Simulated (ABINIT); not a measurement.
# GaN (F-43m): G0W0 in ABINIT against the screening cutoff in the self-energy

Wanted: the cheapest screening cutoff in the self-energy that holds the gap of GaN (F-43m).

Calculated with ABINIT 10.8.3; LDA and many-body steps on it, plane waves.

### 1. The structure

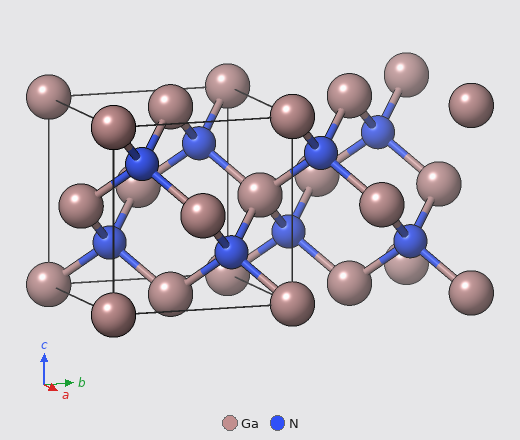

The cell as given, slightly off an axis (gallium pink, nitrogen blue). 1×2×1 cells are drawn. This picture shows the conventional cell, with its axes. Bonds to atoms that aren't drawn are left out. Some periodic images of atoms are drawn too.

Coordinates:

```cif
data_structure
_symmetry_space_group_name_H-M 'P 1'
_symmetry_Int_Tables_number 1
_cell_length_a 3.1869
_cell_length_b 3.1869
_cell_length_c 3.1869
_cell_angle_alpha 60.000
_cell_angle_beta 60.000
_cell_angle_gamma 60.000
_cell_volume 22.89
loop_
_atom_site_label
_atom_site_type_symbol
_atom_site_fract_x
_atom_site_fract_y
_atom_site_fract_z
_atom_site_occupancy
Ga1 Ga 0.00000 0.00000 0.00000 1
N2 N 0.75000 0.75000 0.75000 1
```

The cell and positions are those that the Materials Project relaxed with its own functionals (PBE, PBE+U or r2SCAN), kept fixed. This is not the form that GaN usually takes at ambient conditions.

### 2. Screening, 4×4×4 mesh, 77 bands, screening to 217.7 eV

This step: ABINIT 10.8.3; RPA screening on LDA, plane waves, norm-conserving pseudopotentials.

The RPA dielectric matrix is built and inverted for each q.

The input, run.abi:

```
acell 3*1.0 Angstrom
rprim 
  0.000000000000 2.253500607500 2.253500607500
  2.253500607500 0.000000000000 2.253500607500
  2.253500607500 2.253500607500 0.000000000000
ntypat 2
znucl 31 7
natom 2
typat 1 2
xred 
  0.000000000000 0.000000000000 0.000000000000
  0.750000000000 0.750000000000 0.750000000000
pp_dirpath "pseudos"
pseudos "Ga.upf, N.upf"
ecut 36
ngkpt 4 4 4
nshiftk 1
shiftk 0 0 0
kptopt 1
chksymbreak 0
istwfk *1
occopt 1
irdwfk 1
optdriver 3
nband 77
ecuteps 8
inclvkb 2
awtr 1
symchi 1
indata_prefix "in"
outdata_prefix "out"
tmpdata_prefix "tmp"
```

On the command line:

```
> OMP_NUM_THREADS=1 mpirun -n 4 abinit run.abi > log
```

Output:

```text
.Version 10.8.3 of ABINIT. v10.8.2 released Aug 2026.

 Symmetries : space group F-4 3 m (#216); Bravais cF (face-center cubic)
[... echo of the input left out ...]
== DATASET  1 ==================================================================
-   mpi_nproc: 4, omp_nthreads: 1 (-1 if OMP is not activated)

--- !DatasetInfo
iteration_state: {dtset: 1, }
dimensions: {natom: 2, nkpt: 8, mband: 77, nsppol: 1, nspinor: 1, nspden: 1, mpw: 1639, }
cutoff_energies: {ecut:  36.0, pawecutdg:  -1.0, }
electrons: {nelect:   1.80000000E+01, charge:   0.00000000E+00, occopt:   1.00000000E+00, tsmear:   1.00000000E-02, }

 SCREENING: Calculation of the susceptibility and dielectric matrices

 Based on a program developped by R.W. Godby, V. Olevano, G. Onida, and L. Reining.
 Incorporated in ABINIT by V. Olevano, G.-M. Rignanese, and M. Torrent.
.Using double precision arithmetic ; gwpc =  8

[... cell and pseudopotentials left out ...]
--------------------------------------------------------------------------------

 ==== K-mesh for the wavefunctions ====
 Number of points in the irreducible wedge :     8
[... list of points left out ...]
 Together with 24 symmetry operations and time-reversal symmetry
 yields    64 points in the full Brillouin Zone.

 ==== Q-mesh for the screening function ====
 Number of points in the irreducible wedge :     8
[... list of points left out ...]
 Together with 24 symmetry operations and time-reversal symmetry
 yields    64 points in the full Brillouin Zone.

 setmesh: FFT mesh size selected  =    24x   24x   24
          total number of points  =        13824

 vcoul_init : cutoff-mode = AUXILIARY_FUNCTION
 q-points for optical limit:   1
     1)      0.000010    0.000020    0.000030

- screening: taking advantage of time-reversal symmetry
- Maximum band index for partially occupied states nbvw = 9
- Remaining bands to be divided among processors   nbcw = 68
- Number of bands treated by each node ~17

 Number of electrons calculated from density =   18.0000; Expected =   18.0000
 average of density, n =  0.116539
 r_s =    1.2700
 omega_plasma =   32.9300 [eV]

 calculating chi0 at frequencies [eV] :
  1    0.000000E+00    0.000000E+00
  2    0.000000E+00    3.293002E+01

--------------------------------------------------------------------------------
  q-point number  1        q = ( 0.000000, 0.000000, 0.000000) [r.l.u.]
--------------------------------------------------------------------------------
[... chi0 elements left out ...]
 For q-point:  0.000010 0.000020 0.000030
  dielectric constant =   8.9282
  dielectric constant without local fields =   9.6036

  Average fulfillment of the sum rule on Im[epsilon] for q-point    1 :     66.15  [%]
[... wings left out ...]
  q-point number  2        q = ( 0.250000, 0.000000, 0.000000) [r.l.u.]
--------------------------------------------------------------------------------
[... chi0 elements left out ...]
  Average fulfillment of the sum rule on Im[epsilon] for q-point    2 :     87.53  [%]

 [... 6 further q-points ...]
```

Elapsed: 9.1 s, on 4 MPI ranks of Arm Neoverse V2, shared host; peak memory 0.47 GiB; 36 s of CPU time.

Numbers from this step:

```yaml
eps_infinity_with_local_fields_on_this_mesh_along_the_program_s_q_direction: 8.928
the_same_without_local_fields: 9.604
plasma_frequency: 32.93 eV
plane_waves_in_the_screening_matrix: 169
```

Local fields lower ε∞ by 7 %. On a Γ-centred mesh this coarse the value itself is usually too large, while a short band sum pulls it down.

### 3. 0.8 Ha

This step: G0W0 on LDA, plane waves, norm-conserving pseudopotentials.

Changes to run.abi since step 2:

```diff
@@ -23,8 +23,15 @@
 irdwfk 1
-optdriver 3
+optdriver 4
 nband 77
-ecuteps 8
-inclvkb 2
-awtr 1
-symchi 1
+gwcalctyp 0
+ecutsigx 36
+symsigma 1
+nkptgw 1
+kptgw 
+  0.0000000000 0.0000000000 0.0000000000
+bdgw 
+  7 13
+ecuteps 0.8
+irdscr 1
+ppmodel 1
 indata_prefix "in"
```

Output:

```text
.Version 10.8.3 of ABINIT. v10.8.2 released Aug 2026.

 Symmetries : space group F-4 3 m (#216); Bravais cF (face-center cubic)
[... echo of the input left out ...]
== DATASET  1 ==================================================================
-   mpi_nproc: 4, omp_nthreads: 1 (-1 if OMP is not activated)

--- !DatasetInfo
iteration_state: {dtset: 1, }
dimensions: {natom: 2, nkpt: 8, mband: 77, nsppol: 1, nspinor: 1, nspden: 1, mpw: 1639, }
cutoff_energies: {ecut:  36.0, pawecutdg:  -1.0, }
electrons: {nelect:   1.80000000E+01, charge:   0.00000000E+00, occopt:   1.00000000E+00, tsmear:   1.00000000E-02, }

 SIGMA: Calculation of the GW corrections

 Based on a program developped by R.W. Godby, V. Olevano, G. Onida, and L. Reining.
 Incorporated in ABINIT by V. Olevano, G.-M. Rignanese, and M. Torrent.
.Using double precision arithmetic ; gwpc =  8

[... cell and pseudopotentials left out ...]
--------------------------------------------------------------------------------

 ==== K-mesh for the wavefunctions ====
 Number of points in the irreducible wedge :     8
[... list of points left out ...]
 Together with 24 symmetry operations and time-reversal symmetry
 yields    64 points in the full Brillouin Zone.

 ==== Q-mesh for screening function ====
 Number of points in the irreducible wedge :     8
[... list of points left out ...]
 Together with 24 symmetry operations and time-reversal symmetry
 yields    64 points in the full Brillouin Zone.

 vcoul_init : cutoff-mode = AUXILIARY_FUNCTION
 q-points for optical limit:   1
     1)      0.000010    0.000020    0.000030
 setmesh: FFT mesh size selected  =    36x   36x   36
          total number of points  =        46656

 Number of electrons calculated from density =   18.0000; Expected =   18.0000
 average of density, n =  0.116539
 r_s =    1.2700
 omega_plasma =   32.9300 [eV]

 === KS Band Gaps ===
  >>>> For spin  1
   Minimum direct gap =   1.7696 [eV], located at k-point      :   0.0000  0.0000  0.0000
   Fundamental gap    =   1.7696 [eV], Top of valence bands at :   0.0000  0.0000  0.0000
                                       Bottom of conduction at :   0.0000  0.0000  0.0000
 SIGMA fundamental parameters:
 PLASMON POLE MODEL  1
 number of plane-waves for SigmaX                 1639
 number of plane-waves for SigmaC and W              1
 number of plane-waves for wavefunctions          1639
 number of bands                                    77
 number of independent spin polarizations            1
 number of spinorial components                      1
 number of k-points in IBZ                           8
 number of q-points in IBZ                           8
 number of symmetry operations                      24
 number of k-points in BZ                           64
 number of q-points in BZ                           64
 number of frequencies for dSigma/dE                 9
 frequency step for dSigma/dE [eV]                0.25
 number of omega for Sigma on real axis              0
 max omega for Sigma on real axis  [eV]           0.00
 zcut for avoiding poles [eV]                     0.10

 EPSILON^-1 parameters (SCR file):
 dimension of the eps^-1 matrix on file            169
 dimension of the eps^-1 matrix used                 1
 number of plane-waves for wavefunctions          1639
 number of bands                                    77
 number of q-points in IBZ                           8
 number of frequencies                               2
 number of real frequencies                          1
 number of imag frequencies                          1

 matrix elements of self-energy operator (all in [eV])

 Perturbative Calculation

--- !SelfEnergy_ee
iteration_state: {dtset: 1, }
kpoint     : [   0.000,    0.000,    0.000, ]
spin       : 1
KS_gap     :    1.770
QP_gap     :    3.297
Delta_QP_KS:    1.528
data: !SigmaeeData |
     Band     E0 <VxcDFT>   SigX SigC(E0)      Z dSigC/dE  Sig(E)    E-E0       E
        7   4.956 -18.201 -21.323   2.931   0.872  -0.146 -18.367  -0.166   4.790
        8   4.956 -18.201 -21.323   2.931   0.872  -0.146 -18.367  -0.166   4.790
        9   4.956 -18.201 -21.323   2.931   0.872  -0.146 -18.367  -0.166   4.790
       10   6.725 -14.263  -9.748  -2.956   0.874  -0.144 -12.901   1.362   8.087
       11  15.112 -12.737  -7.225  -3.491   0.870  -0.149 -10.979   1.759  16.870
       12  15.112 -12.737  -7.225  -3.491   0.870  -0.149 -10.979   1.759  16.870
       13  15.112 -12.737  -7.225  -3.491   0.870  -0.149 -10.979   1.759  16.870

== END DATASET(S) ==============================================================
================================================================================

 -outvars: echo values of variables after computation  --------
           etotal      0.0000000000E+00
            nband          77
             nkpt           8
          spgroup         216
 [... the other variables as echoed above ...]

 Calculation completed.
```

It took 2.2 s on 4 MPI ranks; peak memory 0.11 GiB.

This step gave:

```
G0W0 gap on the points computed              : 3.297 eV
starting gap on the mesh                     : 1.770 eV
k of the valence top                         : 0, 0, 0
k of the conduction bottom                   : 0, 0, 0
Z at the valence top                         : 0.872
Z at the conduction bottom                   : 0.874
least direct G0W0 gap on the computed points : 3.297 eV
```

### 4. 1.6 Ha

Changes to run.abi since step 3:

```diff
@@ -33,3 +33,3 @@
   7 13
-ecuteps 0.8
+ecuteps 1.6
 irdscr 1
```

Output:

```text
.Version 10.8.3 of ABINIT. v10.8.2 released Aug 2026.

 Symmetries : space group F-4 3 m (#216); Bravais cF (face-center cubic)
[... echo of the input left out ...]
== DATASET  1 ==================================================================
-   mpi_nproc: 4, omp_nthreads: 1 (-1 if OMP is not activated)

--- !DatasetInfo
iteration_state: {dtset: 1, }
dimensions: {natom: 2, nkpt: 8, mband: 77, nsppol: 1, nspinor: 1, nspden: 1, mpw: 1639, }
cutoff_energies: {ecut:  36.0, pawecutdg:  -1.0, }
electrons: {nelect:   1.80000000E+01, charge:   0.00000000E+00, occopt:   1.00000000E+00, tsmear:   1.00000000E-02, }

 SIGMA: Calculation of the GW corrections

 Based on a program developped by R.W. Godby, V. Olevano, G. Onida, and L. Reining.
 Incorporated in ABINIT by V. Olevano, G.-M. Rignanese, and M. Torrent.
.Using double precision arithmetic ; gwpc =  8

[... cell and pseudopotentials left out ...]
--------------------------------------------------------------------------------

 ==== K-mesh for the wavefunctions ====
 Number of points in the irreducible wedge :     8
[... list of points left out ...]
 Together with 24 symmetry operations and time-reversal symmetry
 yields    64 points in the full Brillouin Zone.

 ==== Q-mesh for screening function ====
 Number of points in the irreducible wedge :     8
[... list of points left out ...]
 Together with 24 symmetry operations and time-reversal symmetry
 yields    64 points in the full Brillouin Zone.

 vcoul_init : cutoff-mode = AUXILIARY_FUNCTION
 q-points for optical limit:   1
     1)      0.000010    0.000020    0.000030
 setmesh: FFT mesh size selected  =    36x   36x   36
          total number of points  =        46656

 Number of electrons calculated from density =   18.0000; Expected =   18.0000
[...]
number of q-points in BZ                           64
 number of frequencies for dSigma/dE                 9
 frequency step for dSigma/dE [eV]                0.25
 number of omega for Sigma on real axis              0
 max omega for Sigma on real axis  [eV]           0.00
 zcut for avoiding poles [eV]                     0.10

 EPSILON^-1 parameters (SCR file):
 dimension of the eps^-1 matrix on file            169
 dimension of the eps^-1 matrix used                15
 number of plane-waves for wavefunctions          1639
 number of bands                                    77
 number of q-points in IBZ                           8
 number of frequencies                               2
 number of real frequencies                          1
 number of imag frequencies                          1

 matrix elements of self-energy operator (all in [eV])

 Perturbative Calculation

--- !SelfEnergy_ee
iteration_state: {dtset: 1, }
kpoint     : [   0.000,    0.000,    0.000, ]
spin       : 1
KS_gap     :    1.770
QP_gap     :    2.006
Delta_QP_KS:    0.237
data: !SigmaeeData |
     Band     E0 <VxcDFT>   SigX SigC(E0)      Z dSigC/dE  Sig(E)    E-E0       E
        7   4.956 -18.201 -21.323   3.371   0.817  -0.224 -17.997   0.204   5.160
        8   4.956 -18.201 -21.323   3.371   0.817  -0.224 -17.997   0.204   5.160
        9   4.956 -18.201 -21.323   3.371   0.817  -0.224 -17.997   0.204   5.160
       10   6.725 -14.263  -9.748  -3.986   0.835  -0.198 -13.822   0.441   7.166
       11  15.112 -12.737  -7.225  -4.622   0.832  -0.202 -11.997   0.741  15.852
       12  15.112 -12.737  -7.225  -4.622   0.832  -0.202 -11.997   0.741  15.852
       13  15.112 -12.737  -7.225  -4.622   0.832  -0.202 -11.997   0.741  15.852

== END DATASET(S) ==============================================================
================================================================================

 -outvars: echo values of variables after computation  --------
           etotal      0.0000000000E+00
            nband          77
             nkpt           8
          spgroup         216
 [... the other variables as echoed above ...]

 Calculation completed.
```

The job ended after 2.2 s (4 MPI ranks; peak memory 0.11 GiB; 8.3 s of CPU time).

This step gave:

```
G0W0 gap on the points computed              : 2.006 eV
starting gap on the mesh                     : 1.770 eV
k of the valence top                         : 0, 0, 0
k of the conduction bottom                   : 0, 0, 0
Z at the valence top                         : 0.817
Z at the conduction bottom                   : 0.835
least direct G0W0 gap on the computed points : 2.006 eV
```

### 5. 2.8 Ha

The self-energy is evaluated for the states that the input lists, and the levels follow from it, in one-shot runs by the linearised quasiparticle equation.

Changes to run.abi since step 4:

```diff
@@ -33,3 +33,3 @@
   7 13
-ecuteps 1.6
+ecuteps 2.8
 irdscr 1
```

Output:

```text
.Version 10.8.3 of ABINIT. v10.8.2 released Aug 2026.

 Symmetries : space group F-4 3 m (#216); Bravais cF (face-center cubic)
[... echo of the input left out ...]
== DATASET  1 ==================================================================
-   mpi_nproc: 4, omp_nthreads: 1 (-1 if OMP is not activated)

--- !DatasetInfo
iteration_state: {dtset: 1, }
dimensions: {natom: 2, nkpt: 8, mband: 77, nsppol: 1, nspinor: 1, nspden: 1, mpw: 1639, }
cutoff_energies: {ecut:  36.0, pawecutdg:  -1.0, }
[...]
11  15.112 -12.737  -7.225  -4.751   0.829  -0.207 -12.107   0.630  15.742
       12  15.112 -12.737  -7.225  -4.751   0.829  -0.207 -12.107   0.630  15.742
       13  15.112 -12.737  -7.225  -4.751   0.829  -0.207 -12.107   0.630  15.742

== END DATASET(S) ==============================================================
================================================================================

 -outvars: echo values of variables after computation  --------
           etotal      0.0000000000E+00
            nband          77
             nkpt           8
          spgroup         216
 [... the other variables as echoed above ...]

 Calculation completed.
```

Run time: 2.4 s. Hardware: 4 MPI ranks; peak memory 0.11 GiB.

Numbers from this step:

| Property | Result |
| --- | --- |
| G0W0 gap on the points computed | 2.060 eV |
| starting gap on the mesh | 1.770 eV |
| k of the valence top | 0, 0, 0 |
| k of the conduction bottom | 0, 0, 0 |
| least direct G0W0 gap on the computed points | 2.060 eV |

The gap on the mesh goes from 1.77 eV to 2.06 eV, a correction of +0.29 eV.

### 6. 4 Ha

Changes to run.abi since step 5:

```diff
@@ -33,3 +33,3 @@
   7 13
-ecuteps 2.8
+ecuteps 4
 irdscr 1
```

Output:

```text
.Version 10.8.3 of ABINIT. v10.8.2 released Aug 2026.

 Symmetries : space group F-4 3 m (#216); Bravais cF (face-center cubic)
[... echo of the input left out ...]
== DATASET  1 ==================================================================
-   mpi_nproc: 4, omp_nthreads: 1 (-1 if OMP is not activated)

--- !DatasetInfo
iteration_state: {dtset: 1, }
dimensions: {natom: 2, nkpt: 8, mband: 77, nsppol: 1, nspinor: 1, nspden: 1, mpw: 1639, }
cutoff_energies: {ecut:  36.0, pawecutdg:  -1.0, }
[...]
11  15.112 -12.737  -7.225  -4.863   0.825  -0.212 -12.202   0.535  15.647
       12  15.112 -12.737  -7.225  -4.863   0.825  -0.212 -12.202   0.535  15.647
       13  15.112 -12.737  -7.225  -4.863   0.825  -0.212 -12.202   0.535  15.647

== END DATASET(S) ==============================================================
================================================================================

 -outvars: echo values of variables after computation  --------
           etotal      0.0000000000E+00
            nband          77
             nkpt           8
          spgroup         216
 [... the other variables as echoed above ...]

 Calculation completed.
```

The job ended after 2.5 s (4 MPI ranks; peak memory 0.11 GiB).

Numbers from this step:

| Quantity | Value |
| --- | --- |
| G0W0 gap on the points computed | 2.274 eV |
| starting gap on the mesh | 1.770 eV |
| k of the valence top | 0, 0, 0 |
| k of the conduction bottom | 0, 0, 0 |
| least direct G0W0 gap on the computed points | 2.274 eV |

Against the run before, the gap moves by +0.214 eV.

(Continued in part 2 of 2.)

[Paths, hosts, dates, memory and timing lines, banners, echoed tables and standing remarks are left out of the program output.]

[Logs are printed without paths, hosts, clocks, repeated set-up lines and the standing remarks that a program may print on its own settings, such as how far it seeks lower states.]

[Runs of the session that timed out or met a known fault of the program may be left out.]

[Hosts, paths, dates, database ids (printed as entryN), source tags and the programs' standing remarks are cut or masked in the printed files.]

[G0W0 gaps are taken among the corrected bands and points alone; a level outside them can change the order at an edge.]

[Where Ansatz stands beside ABINIT at settings called matched, ABINIT's density can come from a denser mesh and the files from another edition; pairs whose starting gaps differed by over 0.03 eV were left out, so agreement reads better than it is.]
